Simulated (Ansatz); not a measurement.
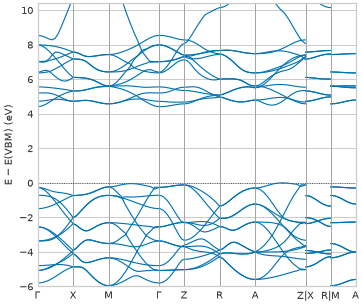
Fig. 1. Band structure from plane-wave PAW LDA (Ansatz code)

Q: Read off the gap and where the band edges lie.

A: About 4.4 eV (4.41 eV by a search for the band edges); maximum on the A–Z line, 54 % of the way from A, minimum at Γ.

Q: Which of these materials gives this?
(A) HfO2, rutile
(B) ScOF, P4/nmm (Sc on 2c, O on 2b, F on 2a)
(C) BiClO, P4/nmm (Bi on 2c, Cl on 2c, O on 2a)
(D) SrZrO3, P4mm (Sr on 1b, Zr on 1a, O on 1a, O on 2c)

A: B, ScOF, P4/nmm (Sc on 2c, O on 2b, F on 2a)

The workflow started from a Materials Project entry (that database holds measured and hypothetical structures alike); the Crystallography Open Database copy checked does not list it. Whether it is the stable phase at ambient conditions was not checked. The cell was relaxed with LDA under the symmetry of its start. At this level the phase is dynamically unstable (imaginary phonons). No spin polarisation was allowed.

Potentials: the later of the program's two PAW sets.
